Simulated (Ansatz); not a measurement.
## Molecular dynamics, with input and output: CH$_{9}$NSi (part 2 of 2)

The same run, continued: CH$_{9}$NSi; RKS PBE0-D4/def2-SVP (Ansatz 0.2.0). Some settings of this run were made unusual or wrong on purpose.

Geometry of the input (Å):
```
Si -0.6851  -0.7615  -0.6478
C  1.4742  1.6414  1.4137
H  0.4969  -0.2926  -1.4154
H  -1.4922  0.3908  -0.1710
N  -1.6690  -1.6921  -1.7088
H  1.2203  0.6032  1.6271
H  -0.1743  -1.4761  0.5610
H  1.1842  2.2656  2.2585
H  0.9448  1.9721  0.5207
H  2.5482  1.7249  1.2499
H  -1.2500  -2.4195  -2.2656
H  -2.5979  -1.9561  -1.4223
```

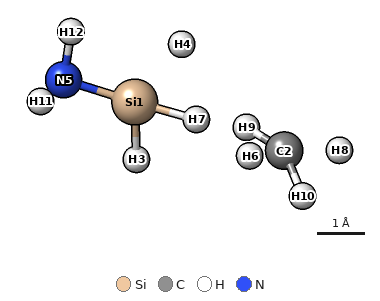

The geometry at step 16 of the log (ball-and-stick view, seen at a tilt; atoms are numbered from 1 in the order of the input).

## Trajectory as extended XYZ, continued
```
12
Properties=species:S:1:pos:R:3:forces:R:3 step=7 time_fs=1.8 energy=-10534.38690 temperature=15072.2
Si   -0.6716   -0.8145   -0.6329   -3.9585   5.7043  -4.9858
C     1.4044    1.6448    1.3645    6.9393  -4.1788   9.9207
H     0.4670   -0.3001   -1.3146    1.0291   0.8133  -1.2025
H    -1.5100    0.3434    0.1245    0.3764  -0.8011  -1.2866
N    -1.6466   -1.5713   -1.7341   -3.3067  -8.1062  -1.4908
H     1.2515    0.3995    1.3272   -0.9012   3.0353   1.9356
H    -0.1032   -1.0687    0.3890    4.5851  -3.9300   8.9930
H     1.4288    2.5854    2.2058   -1.1520  -3.4817  -1.1733
H     0.8432    1.9049    0.6852   -5.0486   3.5231  -8.7481
H     2.4917    1.4409    1.4137    0.1924   1.1340  -1.9164
H    -1.2395   -2.8291   -2.1024   -1.2732   5.1226   1.3633
H    -2.6060   -1.9069   -1.2602    2.5179   1.1652  -1.4091
12
Properties=species:S:1:pos:R:3:forces:R:3 step=8 time_fs=2.0 energy=-10533.21069 temperature=14165.3
Si   -0.6699   -0.8217   -0.6311   -4.3453   5.7933  -5.2565
C     1.3953    1.6446    1.3590    7.6045  -4.2524  10.0004
H     0.4647   -0.2997   -1.3023    1.1115   0.9083  -1.3551
H    -1.5118    0.3351    0.1644    0.3806  -0.8560  -1.4330
N    -1.6437   -1.5552   -1.7379   -3.7617  -8.4620  -1.3178
H     1.2544    0.3763    1.2877   -1.0262   3.1249   2.1509
H    -0.0857   -1.0181    0.3796    5.1312  -3.8550   9.7514
H     1.4618    2.6248    2.1961   -1.3338  -3.7244  -1.1783
H     0.8200    1.9018    0.6926   -5.2019   3.5788  -8.8486
H     2.4847    1.4022    1.4336   -0.0075   1.3117  -2.1018
H    -1.2412   -2.8771   -2.0754   -1.1855   5.1785   1.1738
H    -2.6024   -1.8977   -1.2394    2.6342   1.2543  -1.5853
12
Properties=species:S:1:pos:R:3:forces:R:3 step=9 time_fs=2.2 energy=-10532.20535 temperature=13388.3
Si   -0.6683   -0.8287   -0.6294   -4.4365   5.6928  -5.0491
C     1.3867    1.6442    1.3540    7.8238  -4.1281   9.5446
H     0.4630   -0.2988   -1.2908    1.1728   0.9921  -1.4936
H    -1.5134    0.3264    0.2036    0.3751  -0.8974  -1.5618
N    -1.6411   -1.5395   -1.7419   -4.1660  -8.6892  -1.1458
H     1.2568    0.3549    1.2495   -1.1409   3.1605   2.3388
H    -0.0651   -0.9698    0.3760    5.4025  -3.6081   9.9927
H     1.4941    2.6619    2.1856   -1.5008  -3.9071  -1.1536
H     0.7936    1.9008    0.6947   -4.9377   3.4317  -8.4374
H     2.4777    1.3644    1.4523   -0.2045   1.4893  -2.2656
H    -1.2435   -2.9219   -2.0477   -1.0868   5.1407   0.9769
H    -2.5972   -1.8878   -1.2196    2.6990   1.3229  -1.7460
12
Properties=species:S:1:pos:R:3:forces:R:3 step=10 time_fs=2.5 energy=-10531.38373 temperature=12751.4
Si   -0.6668   -0.8357   -0.6278   -4.1900   5.4859  -4.3538
C     1.3784    1.6437    1.3495    7.6135  -3.8366   8.6577
H     0.4620   -0.2973   -1.2802    1.2100   1.0617  -1.6134
H    -1.5148    0.3171    0.2417    0.3627  -0.9281  -1.6721
N    -1.6386   -1.5241   -1.7459   -4.5150  -8.8137  -0.9839
H     1.2584    0.3355    1.2128   -1.2441   3.1610   2.5000
H    -0.0413   -0.9236    0.3783    5.3560  -3.2693   9.6996
H     1.5255    2.6966    2.1744   -1.6517  -4.0456  -1.1134
H     0.7643    1.9019    0.6918   -4.2844   3.1133  -7.6055
H     2.4706    1.3274    1.4696   -0.3893   1.6626  -2.4078
H    -1.2464   -2.9637   -2.0194   -0.9862   5.0364   0.7839
H    -2.5904   -1.8771   -1.2008    2.7186   1.3724  -1.8912
12
Properties=species:S:1:pos:R:3:forces:R:3 step=11 time_fs=2.8 energy=-10530.71933 temperature=12235.0
Si   -0.6654   -0.8425   -0.6263   -3.6226   5.2609  -3.2519
C     1.3705    1.6429    1.3454    7.0609  -3.4264   7.4834
H     0.4617   -0.2952   -1.2705    1.2210   1.1144  -1.7100
H    -1.5159    0.3073    0.2789    0.3464  -0.9507  -1.7640
N    -1.6363   -1.5091   -1.7500   -4.8055  -8.8602  -0.8371
H     1.2593    0.3179    1.1775   -1.3376   3.1233   2.6337
H    -0.0143   -0.8794    0.3865    5.0075  -2.9231   8.9470
H     1.5559    2.7290    2.1626   -1.7848  -4.1377  -1.0563
H     0.7325    1.9048    0.6843   -3.3381   2.6770  -6.4974
H     2.4633    1.2914    1.4855   -0.5547   1.8271  -2.5286
H    -1.2500   -3.0024   -1.9907   -0.8907   4.8911   0.6022
H    -2.5820   -1.8656   -1.1832    2.6983   1.4044  -2.0209
12
Properties=species:S:1:pos:R:3:forces:R:3 step=12 time_fs=3.0 energy=-10530.16334 temperature=11802.4
Si   -0.6640   -0.8492   -0.6249   -2.8030   5.0847  -1.8879
C     1.3630    1.6419    1.3417    6.2914  -2.9498   6.1809
H     0.4622   -0.2924   -1.2619    1.2042   1.1479  -1.7794
H    -1.5169    0.2969    0.3151    0.3292  -0.9680  -1.8380
N    -1.6343   -1.4945   -1.7540   -5.0369  -8.8427  -0.7063
H     1.2594    0.3022    1.1438   -1.4238   3.0464   2.7384
H     0.0157   -0.8370    0.4000    4.4249  -2.6315   7.8748
H     1.5852    2.7588    2.1502   -1.8991  -4.1874  -0.9865
H     0.6986    1.9093    0.6729   -2.2279   2.1820  -5.2674
H     2.4556    1.2565    1.4998   -0.6975   1.9790  -2.6284
H    -1.2541   -3.0382   -1.9615   -0.8031   4.7198   0.4348
H    -2.5719   -1.8532   -1.1667    2.6417   1.4197  -2.1350
12
Properties=species:S:1:pos:R:3:forces:R:3 step=13 time_fs=3.2 energy=-10529.66369 temperature=11414.1
Si   -0.6627   -0.8558   -0.6235   -1.8285   4.9892  -0.4251
C     1.3558    1.6408    1.3383    5.4321  -2.4465   4.8925
H     0.4634   -0.2889   -1.2543    1.1595   1.1606  -1.8184
H    -1.5176    0.2859    0.3501    0.3142  -0.9826  -1.8949
N    -1.6324   -1.4803   -1.7582   -5.2094  -8.7703  -0.5910
H     1.2586    0.2883    1.1117   -1.5055   2.9350   2.8129
H     0.0484   -0.7962    0.4183    3.7047  -2.4213   6.6437
H     1.6134    2.7862    2.1371   -1.9970  -4.2107  -0.9165
H     0.6634    1.9152    0.6584   -1.0788   1.6794  -4.0447
H     2.4475    1.2228    1.5126   -0.8186   2.1154  -2.7082
H    -1.2586   -3.0712   -1.9322   -0.7245   4.5323   0.2828
H    -2.5603   -1.8400   -1.1516    2.5517   1.4193  -2.2331
12
Properties=species:S:1:pos:R:3:forces:R:3 step=14 time_fs=3.5 energy=-10529.17956 temperature=11038.7
Si   -0.6615   -0.8622   -0.6221   -0.8000   4.9746   0.9914
C     1.3488    1.6395    1.3352    4.5857  -1.9400   3.7174
H     0.4653   -0.2847   -1.2478    1.0881   1.1519  -1.8253
H    -1.5182    0.2743    0.3840    0.3045  -0.9971  -1.9362
N    -1.6308   -1.4665   -1.7623   -5.3230  -8.6489  -0.4906
H     1.2569    0.2762    1.0813   -1.5868   2.7899   2.8552
H     0.0833   -0.7567    0.4405    2.9474  -2.2861   5.3986
H     1.6404    2.8111    2.1235   -2.0818  -4.2221  -0.8569
H     0.6276    1.9220    0.6415    0.0117   1.2054  -2.9168
H     2.4390    1.1904    1.5238   -0.9207   2.2336  -2.7687
H    -1.2636   -3.1015   -1.9026   -0.6550   4.3349   0.1463
H    -2.5472   -1.8260   -1.1378    2.4300   1.4037  -2.3144
12
Properties=species:S:1:pos:R:3:forces:R:3 step=15 time_fs=3.8 energy=-10528.68817 temperature=10658.7
Si   -0.6603   -0.8686   -0.6207    0.1947   5.0197   2.2545
C     1.3421    1.6382    1.3323    3.8176  -1.4475   2.7055
H     0.4678   -0.2798   -1.2425    0.9926   1.1219  -1.7992
H    -1.5186    0.2621    0.4168    0.3035  -1.0144  -1.9640
N    -1.6294   -1.4530   -1.7665   -5.3777  -8.4813  -0.4044
H     1.2543    0.2658    1.0526   -1.6723   2.6086   2.8624
H     0.1199   -0.7187    0.4659    2.2392  -2.1975   4.2484
H     1.6661    2.8334    2.1094   -2.1548  -4.2245  -0.8103
H     0.5918    1.9296    0.6228    0.9822   0.7796  -1.9298
H     2.4298    1.1593    1.5333   -1.0082   2.3312  -2.8103
H    -1.2690   -3.1292   -1.8730   -0.5944   4.1312   0.0247
H    -2.5326   -1.8111   -1.1253    2.2776   1.3731  -2.3776
12
Properties=species:S:1:pos:R:3:forces:R:3 step=16 time_fs=4.0 energy=-10528.18467 temperature=10270.1
Si   -0.6590   -0.8749   -0.6192    1.0896   5.0945   3.2989
C     1.3356    1.6368    1.3294    3.1605  -0.9760   1.8723
H     0.4709   -0.2743   -1.2382    0.8769   1.0717  -1.7405
H    -1.5187    0.2494    0.4483    0.3140  -1.0375  -1.9806
N    -1.6282   -1.4399   -1.7706   -5.3721  -8.2678  -0.3317
H     1.2507    0.2569    1.0257   -1.7672   2.3847   2.8301
H     0.1579   -0.6820    0.4939    1.6443  -2.1172   3.2612
H     1.6906    2.8532    2.0948   -2.2155  -4.2156  -0.7761
H     0.5565    1.9376    0.6030    1.8033   0.4083  -1.0972
H     2.4201    1.1296    1.5411   -1.0867   2.4058  -2.8326
H    -1.2748   -3.1544   -1.8433   -0.5419   3.9213  -0.0828
H    -2.5166   -1.7953   -1.1143    2.0947   1.3278  -2.4210
12
Properties=species:S:1:pos:R:3:forces:R:3 step=17 time_fs=4.2 energy=-10527.67783 temperature=9879.2
Si   -0.6578   -0.8811   -0.6177    1.8404   5.1711   4.0939
C     1.3292    1.6354    1.3267    2.6249  -0.5171   1.2163
H     0.4746   -0.2681   -1.2349    0.7460   1.0027  -1.6503
H    -1.5187    0.2360    0.4787    0.3388  -1.0692  -1.9886
N    -1.6272   -1.4271   -1.7748   -5.3039  -8.0064  -0.2711
H     1.2461    0.2494    1.0004   -1.8759   2.1071   2.7529
H     0.1969   -0.6465    0.5239    1.2032  -2.0078   2.4692
H     1.7137    2.8704    2.0798   -2.2637  -4.1956  -0.7566
H     0.5224    1.9459    0.5825    2.4691   0.0891  -0.4117
H     2.4097    1.1013    1.5472   -1.1630   2.4558  -2.8344
H    -1.2808   -3.1773   -1.8137   -0.4967   3.7029  -0.1772
H    -2.4994   -1.7788   -1.1047    1.8808   1.2675  -2.4423
12
Properties=species:S:1:pos:R:3:forces:R:3 step=18 time_fs=4.5 energy=-10527.18424 temperature=9498.7
Si   -0.6565   -0.8871   -0.6160    2.4240   5.2304   4.6361
C     1.3230    1.6339    1.3241    2.2078  -0.0538   0.7275
H     0.4787   -0.2613   -1.2326    0.6051   0.9161  -1.5308
H    -1.5185    0.2219    0.5079    0.3799  -1.1123  -1.9907
N    -1.6265   -1.4147   -1.7790   -5.1702  -7.6957  -0.2213
H     1.2403    0.2432    0.9768   -1.9999   1.7631   2.6264
H     0.2366   -0.6122    0.5553    0.9316  -1.8416   1.8747
H     1.7355    2.8852    2.0642   -2.2995  -4.1662  -0.7555
H     0.4897    1.9542    0.5618    2.9880  -0.1854   0.1453
H     2.3986    1.0745    1.5517   -1.2441   2.4804  -2.8140
H    -1.2872   -3.1979   -1.7843   -0.4576   3.4734  -0.2592
H    -2.4810   -1.7616   -1.0966    1.6349   1.1917  -2.4384
12
Properties=species:S:1:pos:R:3:forces:R:3 step=19 time_fs=4.8 energy=-10526.72271 temperature=9142.9
Si   -0.6551   -0.8930   -0.6143    2.8373   5.2631   4.9432
C     1.3169    1.6324    1.3214    1.8991   0.4295   0.3911
H     0.4832   -0.2540   -1.2313    0.4595   0.8132  -1.3851
H    -1.5181    0.2072    0.5359    0.4388  -1.1683  -1.9894
N    -1.6260   -1.4026   -1.7832   -4.9697  -7.3381  -0.1820
H     1.2333    0.2381    0.9547   -2.1354   1.3465   2.4506
H     0.2768   -0.5791    0.5878    0.8205  -1.6078   1.4561
H     1.7559    2.8975    2.0483   -2.3238  -4.1296  -0.7756
H     0.4588    1.9624    0.5411    3.3771  -0.4237   0.5963
H     2.3868    1.0492    1.5544   -1.3363   2.4815  -2.7702
H    -1.2939   -3.2165   -1.7549   -0.4235   3.2332  -0.3292
H    -2.4617   -1.7436   -1.0900    1.3565   1.1005  -2.4057
12
Properties=species:S:1:pos:R:3:forces:R:3 step=20 time_fs=5.0 energy=-10526.30968 temperature=8824.1
Si   -0.6537   -0.8989   -0.6125    3.0943   5.2674   5.0492
C     1.3108    1.6309    1.3188    1.6869   0.9378   0.1878
H     0.4879   -0.2461   -1.2307    0.3137   0.6960  -1.2173
H    -1.5174    0.1918    0.5627    0.5151  -1.2373  -1.9880
N    -1.6257   -1.3909   -1.7875   -4.7041  -6.9409  -0.1562
H     1.2250    0.2337    0.9341   -2.2702   0.8662   2.2331
H     0.3176   -0.5469    0.6212    0.8367  -1.3144   1.1756
H     1.7749    2.9073    2.0318   -2.3387  -4.0884  -0.8177
H     0.4299    1.9703    0.5208    3.6582  -0.6333   0.9639
H     2.3742    1.0253    1.5555   -1.4442   2.4653  -2.7033
H    -1.3008   -3.2331   -1.7258   -0.3934   2.9874  -0.3874
H    -2.4416   -1.7249   -1.0848    1.0459   0.9942  -2.3396
12
Properties=species:S:1:pos:R:3:forces:R:3 step=21 time_fs=5.2 energy=-10525.95611 temperature=8550.9
Si   -0.6522   -0.9046   -0.6106    3.2218   5.2439   4.9943
C     1.3049    1.6295    1.3162    1.5579   1.4674   0.0929
H     0.4928   -0.2379   -1.2309    0.1721   0.5673  -1.0324
H    -1.5164    0.1757    0.5883    0.6050  -1.3156  -1.9869
N    -1.6257   -1.3794   -1.7917   -4.3771  -6.5134  -0.1492
H     1.2154    0.2299    0.9148   -2.3820   0.3452   1.9883
H     0.3588   -0.5155    0.6553    0.9261  -0.9896   0.9870
H     1.7925    2.9146    2.0149   -2.3468  -4.0415  -0.8770
H     0.4032    1.9779    0.5011    3.8539  -0.8200   1.2679
H     2.3607    1.0030    1.5550   -1.5671   2.4399  -2.6153
H    -1.3079   -3.2480   -1.6969   -0.3665   2.7428  -0.4342
H    -2.4208   -1.7057   -1.0810    0.7027   0.8735  -2.2353
12
Properties=species:S:1:pos:R:3:forces:R:3 step=22 time_fs=5.5 energy=-10525.66591 temperature=8326.2
Si   -0.6507   -0.9102   -0.6085    3.2499   5.1903   4.8066
C     1.2990    1.6282    1.3136    1.5002   2.0088   0.0800
H     0.4978   -0.2293   -1.2317    0.0391   0.4317  -0.8366
H    -1.5151    0.1588    0.6128    0.6999  -1.3941  -1.9820
N    -1.6258   -1.3682   -1.7959   -3.9930  -6.0646  -0.1665
H     1.2043    0.2263    0.8968   -2.4350  -0.1762   1.7362
H     0.4006   -0.4847    0.6900    1.0237  -0.6793   0.8534
H     1.8087    2.9196    1.9975   -2.3507  -3.9860  -0.9446
H     0.3788    1.9850    0.4821    3.9829  -0.9870   1.5223
H     2.3463    0.9821    1.5529   -1.6978   2.4138  -2.5094
H    -1.3152   -3.2612   -1.6682   -0.3422   2.5052  -0.4703
H    -2.3996   -1.6859   -1.0785    0.3230   0.7374  -2.0891
12
Properties=species:S:1:pos:R:3:forces:R:3 step=23 time_fs=5.8 energy=-10525.43494 temperature=8146.6
Si   -0.6491   -0.9157   -0.6064    3.2046   5.1054   4.5081
C     1.2932    1.6269    1.3110    1.5050   2.5531   0.1248
H     0.5029   -0.2205   -1.2330   -0.0821   0.2944  -0.6366
H    -1.5133    0.1410    0.6360    0.7918  -1.4644  -1.9698
N    -1.6261   -1.3573   -1.8002   -3.5566  -5.6027  -0.2140
H     1.1918    0.2226    0.8798   -2.3625  -0.6232   1.4997
H     0.4430   -0.4542    0.7253    1.0382  -0.4636   0.7477
H     1.8235    2.9221    1.9795   -2.3541  -3.9215  -1.0115
H     0.3568    1.9915    0.4641    4.0602  -1.1356   1.7364
H     2.3308    0.9626    1.5493   -1.8256   2.3948  -2.3899
H    -1.3228   -3.2729   -1.6399   -0.3201   2.2790  -0.4968
H    -2.3783   -1.6657   -1.0773   -0.0987   0.5844  -1.8982
12
Properties=species:S:1:pos:R:3:forces:R:3 step=24 time_fs=6.0 energy=-10525.24449 temperature=7997.6
Si   -0.6474   -0.9210   -0.6041    3.1446   5.0121   4.1732
C     1.2875    1.6258    1.3085    1.5648   3.1054   0.2102
H     0.5079   -0.2115   -1.2347   -0.1902   0.1599  -0.4387
H    -1.5110    0.1224    0.6581    0.8776  -1.5240  -1.9528
N    -1.6265   -1.3466   -1.8044   -3.0735  -5.1359  -0.2964
H     1.1779    0.2185    0.8636   -2.0365  -0.8643   1.2915
H     0.4860   -0.4241    0.7609    0.7779  -0.5070   0.6042
H     1.8369    2.9223    1.9609   -2.3613  -3.8512  -1.0706
H     0.3373    1.9973    0.4471    4.0984  -1.2660   1.9167
H     2.3143    0.9446    1.5443   -1.9393   2.3885  -2.2623
H    -1.3305   -3.2833   -1.6118   -0.3002   2.0672  -0.5149
H    -2.3569   -1.6452   -1.0772   -0.5623   0.4154  -1.6600
12
Properties=species:S:1:pos:R:3:forces:R:3 step=25 time_fs=6.2 energy=-10525.06483 temperature=7856.8
Si   -0.6456   -0.9263   -0.6018    3.1133   4.9330   3.8614
C     1.2819    1.6249    1.3059    1.6588   3.5404   0.2800
H     0.5128   -0.2024   -1.2367   -0.2857   0.0316  -0.2486
H    -1.5083    0.1028    0.6790    0.9559  -1.5726  -1.9356
N    -1.6271   -1.3361   -1.8087   -2.5510  -4.6720  -0.4172
H     1.1628    0.2139    0.8483   -1.6001  -0.8858   1.1022
H     0.5295   -0.3943    0.7969    0.3493  -0.7188   0.4381
H     1.8489    2.9202    1.9416   -2.3750  -3.7789  -1.1173
H     0.3201    2.0024    0.4312    4.1079  -1.3785   2.0678
H     2.2966    0.9280    1.5379   -2.0283   2.3970  -2.1315
H    -1.3385   -3.2924   -1.5840   -0.2822   1.8713  -0.5260
H    -2.3360   -1.6244   -1.0781   -1.0628   0.2334  -1.3733
```
